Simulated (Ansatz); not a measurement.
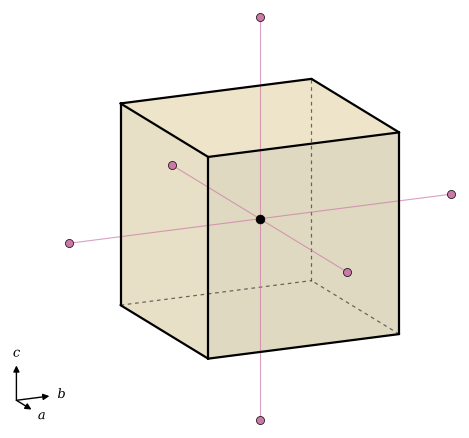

The Wigner–Seitz cell of the crystal's lattice, with lines to the lattice points that define its faces. Crystal: BiH3Pb, the geometry relaxed with DFT PBE, scalar-relativistic, plane waves, PAW (Ansatz); the starting structure was generated, so it need not be a known form of this composition. Symmetry computed with spglib at a tolerance of 0.002 Å; standard conventional cell.

a = 4.346 Å, b = 4.346 Å, c = 4.346 Å, α = 90.00°, β = 90.00°, γ = 90.00°; space group Pm-3m (No. 221).

**What is the cell's combinatorial type?**

A parallelepiped: 6 faces (6 with 4 edges), 12 edges, 8 vertices. Its volume is that of the primitive cell, 82.1 Å³.

**Which lattice vectors do the faces bisect?**

```json
{"example": "a", "length (Å)": "4.35", "faces": "6", "edges of each": "4", "area (Å²)": "18.9"}
```
